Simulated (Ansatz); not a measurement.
## CH5O: molecular dynamics (part 2 of 3)

Continued. System: CH5O, multiplicity 2. Method: UKS PBE0/def2-SVP (Ansatz 0.2.0). It belongs to a series of runs on one base structure; here: dynamics from the highest image of the converged band.

Geometry of the input (Å):
```
H  -0.8694  -0.3302  -0.4803
C  0.2145  -0.2418  0.2922
O  1.1191  0.6485  -0.2104
H  -1.6579  -0.3650  -1.0639
H  0.6176  -1.2624  0.2572
H  -0.2161  0.0071  1.2782
H  0.7923  1.5438  -0.0729
```

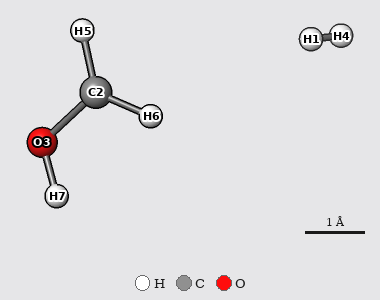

Fig. 1: The geometry at step 149 of the log (ball-and-stick view, seen at a tilt; atoms are numbered from 1 in the order of the input).

**The program's output, continued**
```
md step    97: t =    48.50 fs  T =   658.6 K  F+E_penalty+E_count = -3156.65101212 eV  E_kin = 0.425628 eV  conserved = -3156.22538386 eV  (24 SCF iters)
md step    98: t =    49.00 fs  T =   654.9 K  F+E_penalty+E_count = -3156.64856380 eV  E_kin = 0.423285 eV  conserved = -3156.22527838 eV  (24 SCF iters)
md step    99: t =    49.50 fs  T =   653.7 K  F+E_penalty+E_count = -3156.64771869 eV  E_kin = 0.422500 eV  conserved = -3156.22521919 eV  (24 SCF iters)
md step   100: t =    50.00 fs  T =   656.3 K  F+E_penalty+E_count = -3156.64938489 eV  E_kin = 0.424143 eV  conserved = -3156.22524228 eV  (24 SCF iters)
md step   101: t =    50.50 fs  T =   662.0 K  F+E_penalty+E_count = -3156.65319902 eV  E_kin = 0.427858 eV  conserved = -3156.22534122 eV  (25 SCF iters)
md step   102: t =    51.00 fs  T =   668.7 K  F+E_penalty+E_count = -3156.65762661 eV  E_kin = 0.432157 eV  conserved = -3156.22546964 eV  (26 SCF iters)
md step   103: t =    51.50 fs  T =   673.3 K  F+E_penalty+E_count = -3156.66069312 eV  E_kin = 0.435133 eV  conserved = -3156.22555969 eV  (25 SCF iters)
md step   104: t =    52.00 fs  T =   673.8 K  F+E_penalty+E_count = -3156.66103979 eV  E_kin = 0.435484 eV  conserved = -3156.22555565 eV  (25 SCF iters)
md step   105: t =    52.50 fs  T =   670.5 K  F+E_penalty+E_count = -3156.65876631 eV  E_kin = 0.433314 eV  conserved = -3156.22545273 eV  (25 SCF iters)
md step   106: t =    53.00 fs  T =   665.6 K  F+E_penalty+E_count = -3156.65547036 eV  E_kin = 0.430155 eV  conserved = -3156.22531493 eV  (25 SCF iters)
md step   107: t =    53.50 fs  T =   662.3 K  F+E_penalty+E_count = -3156.65325396 eV  E_kin = 0.428013 eV  conserved = -3156.22524050 eV  (25 SCF iters)
md step   108: t =    54.00 fs  T =   662.2 K  F+E_penalty+E_count = -3156.65324020 eV  E_kin = 0.427953 eV  conserved = -3156.22528716 eV  (25 SCF iters)
md step   109: t =    54.50 fs  T =   664.2 K  F+E_penalty+E_count = -3156.65471567 eV  E_kin = 0.429295 eV  conserved = -3156.22542072 eV  (25 SCF iters)
md step   110: t =    55.00 fs  T =   665.5 K  F+E_penalty+E_count = -3156.65564060 eV  E_kin = 0.430098 eV  conserved = -3156.22554309 eV  (25 SCF iters)
md step   111: t =    55.50 fs  T =   663.1 K  F+E_penalty+E_count = -3156.65412048 eV  E_kin = 0.428549 eV  conserved = -3156.22557157 eV  (25 SCF iters)
md step   112: t =    56.00 fs  T =   656.3 K  F+E_penalty+E_count = -3156.64967551 eV  E_kin = 0.424183 eV  conserved = -3156.22549290 eV  (25 SCF iters)
md step   113: t =    56.50 fs  T =   646.9 K  F+E_penalty+E_count = -3156.64347532 eV  E_kin = 0.418117 eV  conserved = -3156.22535846 eV  (25 SCF iters)
md step   114: t =    57.00 fs  T =   638.0 K  F+E_penalty+E_count = -3156.63757555 eV  E_kin = 0.412333 eV  conserved = -3156.22524271 eV  (24 SCF iters)
md step   115: t =    57.50 fs  T =   632.2 K  F+E_penalty+E_count = -3156.63376578 eV  E_kin = 0.408563 eV  conserved = -3156.22520286 eV  (23 SCF iters)
md step   116: t =    58.00 fs  T =   630.4 K  F+E_penalty+E_count = -3156.63266618 eV  E_kin = 0.407410 eV  conserved = -3156.22525579 eV  (24 SCF iters)
md step   117: t =    58.50 fs  T =   631.4 K  F+E_penalty+E_count = -3156.63345861 eV  E_kin = 0.408086 eV  conserved = -3156.22537225 eV  (24 SCF iters)
md step   118: t =    59.00 fs  T =   632.6 K  F+E_penalty+E_count = -3156.63435090 eV  E_kin = 0.408863 eV  conserved = -3156.22548741 eV  (24 SCF iters)
md step   119: t =    59.50 fs  T =   631.4 K  F+E_penalty+E_count = -3156.63359526 eV  E_kin = 0.408066 eV  conserved = -3156.22552932 eV  (24 SCF iters)
md step   120: t =    60.00 fs  T =   626.8 K  F+E_penalty+E_count = -3156.63059414 eV  E_kin = 0.405133 eV  conserved = -3156.22546154 eV  (23 SCF iters)
md step   121: t =    60.50 fs  T =   620.6 K  F+E_penalty+E_count = -3156.62642991 eV  E_kin = 0.401112 eV  conserved = -3156.22531801 eV  (23 SCF iters)
md step   122: t =    61.00 fs  T =   616.0 K  F+E_penalty+E_count = -3156.62331933 eV  E_kin = 0.398127 eV  conserved = -3156.22519198 eV  (24 SCF iters)
md step   123: t =    61.50 fs  T =   615.8 K  F+E_penalty+E_count = -3156.62318993 eV  E_kin = 0.398019 eV  conserved = -3156.22517104 eV  (24 SCF iters)
md step   124: t =    62.00 fs  T =   620.6 K  F+E_penalty+E_count = -3156.62636571 eV  E_kin = 0.401099 eV  conserved = -3156.22526663 eV  (26 SCF iters)
md step   125: t =    62.50 fs  T =   628.2 K  F+E_penalty+E_count = -3156.63139049 eV  E_kin = 0.405982 eV  conserved = -3156.22540857 eV  (23 SCF iters)
md step   126: t =    63.00 fs  T =   635.3 K  F+E_penalty+E_count = -3156.63607481 eV  E_kin = 0.410569 eV  conserved = -3156.22550628 eV  (24 SCF iters)
md step   127: t =    63.50 fs  T =   639.6 K  F+E_penalty+E_count = -3156.63887702 eV  E_kin = 0.413365 eV  conserved = -3156.22551197 eV  (24 SCF iters)
md step   128: t =    64.00 fs  T =   640.9 K  F+E_penalty+E_count = -3156.63965894 eV  E_kin = 0.414219 eV  conserved = -3156.22543954 eV  (24 SCF iters)
md step   129: t =    64.50 fs  T =   640.8 K  F+E_penalty+E_count = -3156.63950229 eV  E_kin = 0.414160 eV  conserved = -3156.22534209 eV  (24 SCF iters)
md step   130: t =    65.00 fs  T =   641.5 K  F+E_penalty+E_count = -3156.63989750 eV  E_kin = 0.414620 eV  conserved = -3156.22527787 eV  (24 SCF iters)
md step   131: t =    65.50 fs  T =   644.5 K  F+E_penalty+E_count = -3156.64183396 eV  E_kin = 0.416551 eV  conserved = -3156.22528269 eV  (24 SCF iters)
md step   132: t =    66.00 fs  T =   649.7 K  F+E_penalty+E_count = -3156.64523856 eV  E_kin = 0.419884 eV  conserved = -3156.22535471 eV  (24 SCF iters)
md step   133: t =    66.50 fs  T =   655.4 K  F+E_penalty+E_count = -3156.64900812 eV  E_kin = 0.423554 eV  conserved = -3156.22545437 eV  (25 SCF iters)
md step   134: t =    67.00 fs  T =   659.3 K  F+E_penalty+E_count = -3156.65163033 eV  E_kin = 0.426108 eV  conserved = -3156.22552231 eV  (25 SCF iters)
md step   135: t =    67.50 fs  T =   660.0 K  F+E_penalty+E_count = -3156.65209394 eV  E_kin = 0.426579 eV  conserved = -3156.22551529 eV  (25 SCF iters)
md step   136: t =    68.00 fs  T =   657.7 K  F+E_penalty+E_count = -3156.65053338 eV  E_kin = 0.425093 eV  conserved = -3156.22544045 eV  (25 SCF iters)
md step   137: t =    68.50 fs  T =   654.1 K  F+E_penalty+E_count = -3156.64810366 eV  E_kin = 0.422748 eV  conserved = -3156.22535598 eV  (25 SCF iters)
md step   138: t =    69.00 fs  T =   651.0 K  F+E_penalty+E_count = -3156.64609656 eV  E_kin = 0.420771 eV  conserved = -3156.22532571 eV  (25 SCF iters)
md step   139: t =    69.50 fs  T =   649.3 K  F+E_penalty+E_count = -3156.64498751 eV  E_kin = 0.419624 eV  conserved = -3156.22536316 eV  (25 SCF iters)
md step   140: t =    70.00 fs  T =   648.0 K  F+E_penalty+E_count = -3156.64422435 eV  E_kin = 0.418799 eV  conserved = -3156.22542531 eV  (25 SCF iters)
md step   141: t =    70.50 fs  T =   645.8 K  F+E_penalty+E_count = -3156.64285883 eV  E_kin = 0.417402 eV  conserved = -3156.22545729 eV  (25 SCF iters)
md step   142: t =    71.00 fs  T =   642.0 K  F+E_penalty+E_count = -3156.64037712 eV  E_kin = 0.414941 eV  conserved = -3156.22543616 eV  (24 SCF iters)
md step   143: t =    71.50 fs  T =   637.0 K  F+E_penalty+E_count = -3156.63707422 eV  E_kin = 0.411697 eV  conserved = -3156.22537685 eV  (24 SCF iters)
md step   144: t =    72.00 fs  T =   632.1 K  F+E_penalty+E_count = -3156.63385054 eV  E_kin = 0.408538 eV  conserved = -3156.22531229 eV  (24 SCF iters)
md step   145: t =    72.50 fs  T =   628.9 K  F+E_penalty+E_count = -3156.63170187 eV  E_kin = 0.406427 eV  conserved = -3156.22527480 eV  (24 SCF iters)
md step   146: t =    73.00 fs  T =   628.1 K  F+E_penalty+E_count = -3156.63120809 eV  E_kin = 0.405925 eV  conserved = -3156.22528266 eV  (26 SCF iters)
md step   147: t =    73.50 fs  T =   629.6 K  F+E_penalty+E_count = -3156.63224492 eV  E_kin = 0.406913 eV  conserved = -3156.22533209 eV  (24 SCF iters)
md step   148: t =    74.00 fs  T =   632.3 K  F+E_penalty+E_count = -3156.63405403 eV  E_kin = 0.408659 eV  conserved = -3156.22539466 eV  (24 SCF iters)
md step   149: t =    74.50 fs  T =   634.8 K  F+E_penalty+E_count = -3156.63569601 eV  E_kin = 0.410268 eV  conserved = -3156.22542799 eV  (24 SCF iters)
md step   150: t =    75.00 fs  T =   636.4 K  F+E_penalty+E_count = -3156.63669781 eV  E_kin = 0.411295 eV  conserved = -3156.22540330 eV  (24 SCF iters)
md step   151: t =    75.50 fs  T =   637.7 K  F+E_penalty+E_count = -3156.63746603 eV  E_kin = 0.412130 eV  conserved = -3156.22533561 eV  (24 SCF iters)
md step   152: t =    76.00 fs  T =   640.2 K  F+E_penalty+E_count = -3156.63903509 eV  E_kin = 0.413752 eV  conserved = -3156.22528288 eV  (24 SCF iters)
md step   153: t =    76.50 fs  T =   645.0 K  F+E_penalty+E_count = -3156.64218985 eV  E_kin = 0.416890 eV  conserved = -3156.22530021 eV  (25 SCF iters)
md step   154: t =    77.00 fs  T =   651.8 K  F+E_penalty+E_count = -3156.64665711 eV  E_kin = 0.421273 eV  conserved = -3156.22538430 eV  (25 SCF iters)
md step   155: t =    77.50 fs  T =   658.7 K  F+E_penalty+E_count = -3156.65116108 eV  E_kin = 0.425689 eV  conserved = -3156.22547224 eV  (25 SCF iters)
md step   156: t =    78.00 fs  T =   663.5 K  F+E_penalty+E_count = -3156.65434977 eV  E_kin = 0.428849 eV  conserved = -3156.22550094 eV  (25 SCF iters)
md step   157: t =    78.50 fs  T =   665.8 K  F+E_penalty+E_count = -3156.65574746 eV  E_kin = 0.430289 eV  conserved = -3156.22545864 eV  (25 SCF iters)
md step   158: t =    79.00 fs  T =   666.2 K  F+E_penalty+E_count = -3156.65595278 eV  E_kin = 0.430567 eV  conserved = -3156.22538591 eV  (25 SCF iters)
md step   159: t =    79.50 fs  T =   666.4 K  F+E_penalty+E_count = -3156.65605233 eV  E_kin = 0.430717 eV  conserved = -3156.22533552 eV  (25 SCF iters)
md step   160: t =    80.00 fs  T =   667.6 K  F+E_penalty+E_count = -3156.65681457 eV  E_kin = 0.431477 eV  conserved = -3156.22533792 eV  (24 SCF iters)
md step   161: t =    80.50 fs  T =   669.7 K  F+E_penalty+E_count = -3156.65820271 eV  E_kin = 0.432812 eV  conserved = -3156.22539057 eV  (25 SCF iters)
md step   162: t =    81.00 fs  T =   671.4 K  F+E_penalty+E_count = -3156.65939830 eV  E_kin = 0.433933 eV  conserved = -3156.22546529 eV  (25 SCF iters)
md step   163: t =    81.50 fs  T =   671.1 K  F+E_penalty+E_count = -3156.65924416 eV  E_kin = 0.433724 eV  conserved = -3156.22552045 eV  (25 SCF iters)
md step   164: t =    82.00 fs  T =   667.5 K  F+E_penalty+E_count = -3156.65690720 eV  E_kin = 0.431391 eV  conserved = -3156.22551623 eV  (25 SCF iters)
md step   165: t =    82.50 fs  T =   660.8 K  F+E_penalty+E_count = -3156.65249666 eV  E_kin = 0.427060 eV  conserved = -3156.22543711 eV  (25 SCF iters)
md step   166: t =    83.00 fs  T =   652.9 K  F+E_penalty+E_count = -3156.64727442 eV  E_kin = 0.421959 eV  conserved = -3156.22531513 eV  (25 SCF iters)
md step   167: t =    83.50 fs  T =   646.6 K  F+E_penalty+E_count = -3156.64313115 eV  E_kin = 0.417906 eV  conserved = -3156.22522521 eV  (25 SCF iters)
md step   168: t =    84.00 fs  T =   644.0 K  F+E_penalty+E_count = -3156.64143553 eV  E_kin = 0.416199 eV  conserved = -3156.22523608 eV  (26 SCF iters)
md step   169: t =    84.50 fs  T =   644.7 K  F+E_penalty+E_count = -3156.64201400 eV  E_kin = 0.416666 eV  conserved = -3156.22534754 eV  (25 SCF iters)
md step   170: t =    85.00 fs  T =   646.3 K  F+E_penalty+E_count = -3156.64316957 eV  E_kin = 0.417688 eV  conserved = -3156.22548124 eV  (25 SCF iters)
md step   171: t =    85.50 fs  T =   645.7 K  F+E_penalty+E_count = -3156.64286115 eV  E_kin = 0.417320 eV  conserved = -3156.22554151 eV  (25 SCF iters)
md step   172: t =    86.00 fs  T =   641.6 K  F+E_penalty+E_count = -3156.64015185 eV  E_kin = 0.414665 eV  conserved = -3156.22548681 eV  (25 SCF iters)
md step   173: t =    86.50 fs  T =   635.2 K  F+E_penalty+E_count = -3156.63585613 eV  E_kin = 0.410504 eV  conserved = -3156.22535239 eV  (25 SCF iters)
md step   174: t =    87.00 fs  T =   629.4 K  F+E_penalty+E_count = -3156.63202458 eV  E_kin = 0.406806 eV  conserved = -3156.22521844 eV  (24 SCF iters)
md step   175: t =    87.50 fs  T =   627.5 K  F+E_penalty+E_count = -3156.63071880 eV  E_kin = 0.405559 eV  conserved = -3156.22515956 eV  (24 SCF iters)
md step   176: t =    88.00 fs  T =   630.7 K  F+E_penalty+E_count = -3156.63285175 eV  E_kin = 0.407645 eV  conserved = -3156.22520656 eV  (24 SCF iters)
md step   177: t =    88.50 fs  T =   638.0 K  F+E_penalty+E_count = -3156.63769898 eV  E_kin = 0.412364 eV  conserved = -3156.22533478 eV  (24 SCF iters)
md step   178: t =    89.00 fs  T =   646.5 K  F+E_penalty+E_count = -3156.64327851 eV  E_kin = 0.417801 eV  conserved = -3156.22547783 eV  (25 SCF iters)
md step   179: t =    89.50 fs  T =   652.7 K  F+E_penalty+E_count = -3156.64738834 eV  E_kin = 0.421829 eV  conserved = -3156.22555895 eV  (25 SCF iters)
md step   180: t =    90.00 fs  T =   654.9 K  F+E_penalty+E_count = -3156.64879863 eV  E_kin = 0.423268 eV  conserved = -3156.22553085 eV  (25 SCF iters)
md step   181: t =    90.50 fs  T =   653.8 K  F+E_penalty+E_count = -3156.64796424 eV  E_kin = 0.422554 eV  conserved = -3156.22541014 eV  (25 SCF iters)
md step   182: t =    91.00 fs  T =   652.1 K  F+E_penalty+E_count = -3156.64674671 eV  E_kin = 0.421469 eV  conserved = -3156.22527765 eV  (24 SCF iters)
md step   183: t =    91.50 fs  T =   652.9 K  F+E_penalty+E_count = -3156.64716909 eV  E_kin = 0.421941 eV  conserved = -3156.22522820 eV  (25 SCF iters)
md step   184: t =    92.00 fs  T =   657.1 K  F+E_penalty+E_count = -3156.64998554 eV  E_kin = 0.424688 eV  conserved = -3156.22529753 eV  (25 SCF iters)
md step   185: t =    92.50 fs  T =   663.3 K  F+E_penalty+E_count = -3156.65414308 eV  E_kin = 0.428708 eV  conserved = -3156.22543492 eV  (24 SCF iters)
md step   186: t =    93.00 fs  T =   668.4 K  F+E_penalty+E_count = -3156.65753568 eV  E_kin = 0.431987 eV  conserved = -3156.22554875 eV  (25 SCF iters)
md step   187: t =    93.50 fs  T =   669.7 K  F+E_penalty+E_count = -3156.65839379 eV  E_kin = 0.432819 eV  conserved = -3156.22557468 eV  (25 SCF iters)
md step   188: t =    94.00 fs  T =   666.5 K  F+E_penalty+E_count = -3156.65628724 eV  E_kin = 0.430778 eV  conserved = -3156.22550891 eV  (25 SCF iters)
md step   189: t =    94.50 fs  T =   660.4 K  F+E_penalty+E_count = -3156.65221397 eV  E_kin = 0.426818 eV  conserved = -3156.22539613 eV  (24 SCF iters)
md step   190: t =    95.00 fs  T =   653.9 K  F+E_penalty+E_count = -3156.64791776 eV  E_kin = 0.422618 eV  conserved = -3156.22529942 eV  (26 SCF iters)
md step   191: t =    95.50 fs  T =   649.3 K  F+E_penalty+E_count = -3156.64490006 eV  E_kin = 0.419630 eV  conserved = -3156.22527007 eV  (24 SCF iters)
md step   192: t =    96.00 fs  T =   647.2 K  F+E_penalty+E_count = -3156.64361736 eV  E_kin = 0.418294 eV  conserved = -3156.22532329 eV  (24 SCF iters)
md step   193: t =    96.50 fs  T =   646.5 K  F+E_penalty+E_count = -3156.64325436 eV  E_kin = 0.417828 eV  conserved = -3156.22542643 eV  (24 SCF iters)
md step   194: t =    97.00 fs  T =   644.8 K  F+E_penalty+E_count = -3156.64224473 eV  E_kin = 0.416734 eV  conserved = -3156.22551086 eV  (24 SCF iters)
md step   195: t =    97.50 fs  T =   640.3 K  F+E_penalty+E_count = -3156.63933201 eV  E_kin = 0.413821 eV  conserved = -3156.22551101 eV  (24 SCF iters)
md step   196: t =    98.00 fs  T =   633.1 K  F+E_penalty+E_count = -3156.63455429 eV  E_kin = 0.409140 eV  conserved = -3156.22541381 eV  (24 SCF iters)
md step   197: t =    98.50 fs  T =   625.3 K  F+E_penalty+E_count = -3156.62941584 eV  E_kin = 0.404137 eV  conserved = -3156.22527897 eV  (24 SCF iters)
md step   198: t =    99.00 fs  T =   620.1 K  F+E_penalty+E_count = -3156.62597417 eV  E_kin = 0.400775 eV  conserved = -3156.22519911 eV  (24 SCF iters)
md step   199: t =    99.50 fs  T =   619.3 K  F+E_penalty+E_count = -3156.62544908 eV  E_kin = 0.400224 eV  conserved = -3156.22522526 eV  (24 SCF iters)
these checks for a lower state are left out or cut short: starts, cluster_reference, orbital_swaps, neighbouring_geometries, increment
573 factors; integrals over basis functions are off by at most 4.2e-4 eV
mean field -3156.62745527 eV, -116.0039193422 hartree, gradient 1.3e-5 eV, S^2 0.753277; 0 other end points of the search recorded, 0 dependent functions left out
the calculation of the forces begins
reference -3156.62748218 eV, -116.0039203310 hartree; 10, 9 occupied and 43, 44 virtual orbitals, 573 factors
573 factors; integrals over basis functions are off by at most 4.2e-4 eV
mean field evaluation 1376: about -3156.6275 eV, gradient 3.0e-5 eV
mean field -3156.62745527 eV, -116.0039193422 hartree, gradient 1.3e-5 eV, S^2 0.753277; 1 other end points of the search recorded, 0 dependent functions left out
the calculation of the forces begins
reference -3156.62748218 eV, -116.0039203310 hartree; 10, 9 occupied and 43, 44 virtual orbitals, 573 factors
md step   200: t =   100.00 fs  T =   622.2 K  F+E_penalty+E_count = -3156.62745527 eV  E_kin = 0.402128 eV  conserved = -3156.22532721 eV  (26 SCF iters)
```
